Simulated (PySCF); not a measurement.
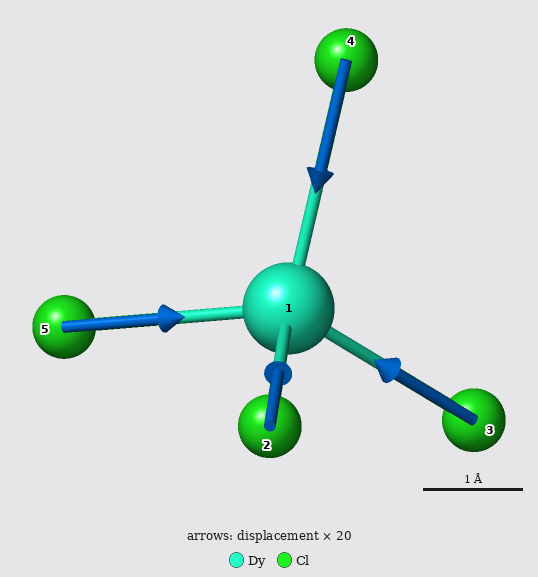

A relaxation of DyCl₄ (charge −1). The starting structure is drawn; blue arrows show the displacements, magnified 20 times. The two geometries are superimposed by the best rigid fit.

Style: ball-and-stick. Shown at a tilt.

Level of theory: PySCF 2.14.0, RKS BP86, Dy lcecp-1-SVP with ECP55, Cl def2-SVP; non-relativistic Hamiltonian with scalar-relativistic core potentials; density fitting.

Input
```
mol = gto.M(atom='''
Dy     0.00000    -0.00000     0.00000
Cl     1.50740     1.50740     1.50740
Cl    -1.50740    -1.50740     1.50740
Cl     1.50740    -1.50740    -1.50740
Cl    -1.50740     1.50740    -1.50740''',
    basis={'Dy': 'lcecp-1-SVP', 'Cl': 'def2-SVP'},
    ecp={'Dy': 'lcecp-1-SVP'},
    charge=-1, spin=0)
mf = dft.RKS(mol, xc='B88,P86')
mf.grids.atom_grid = (50, 194)  # f atoms: at least (60, 302), unpruned
mf = mf.density_fit()  # Dy AutoAux, Cl def2-universal-JKFIT
mf.conv_tol = 1e-08; mf.max_cycle = 55
mf.kernel(dm0)
# quasi-Newton relaxation in Cartesian coordinates to a largest gradient under 0.00045 Eh/bohr, steps kept in the point group
```

Launched with:
```bash
OMP_NUM_THREADS=2 python run.py
```

**Atoms of which element are displaced furthest, and by how much?**

Chlorine: up to 0.070 Å, against 0.000 Å for dysprosium.

**Describe the change and its energy.**

Over 3 geometry steps the energy falls by 2.33 kcal/mol. The largest force component goes from 0.39 to 0.0026 eV/Å. The largest moves after the best rigid fit, 0.070 Å, are those of Cl2, Cl3, Cl4 and Cl5. Dy stays in place. Some distances before and after: Dy1–Cl2 2.611 → 2.540 Å.

Limits of the set-up: the basis has no diffuse functions, which an anion needs.
